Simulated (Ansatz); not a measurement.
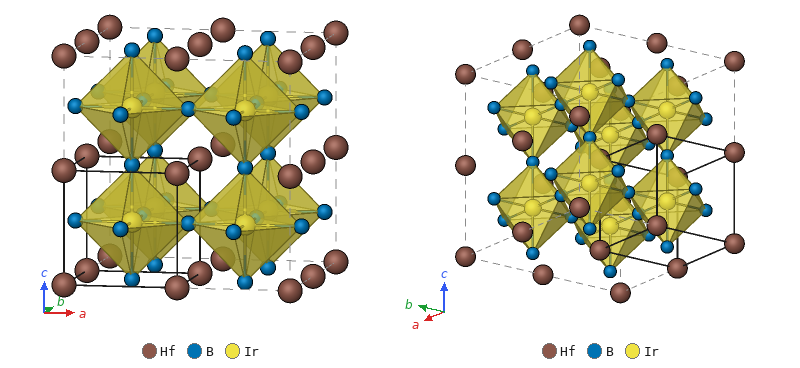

Polyhedra are drawn about Ir (bonds: B–Ir below 2.3 Å); other atoms are plain spheres. Two views of the same piece.

HfB₃Ir (space group Pm-3m, No. 221): the geometry relaxed with Ansatz, DFT PBE, scalar-relativistic, plane waves, PAW; the starting structure was generated, so it need not be a known form of this composition.

> What figure surrounds each Ir atom, and what does it share with the other drawn polyhedra?

Ir: IrB6 octahedron, sharing corners with six neighbours.

> How do these polyhedra hang together as a whole?

They form a three-dimensional framework of corner-sharing octahedra.
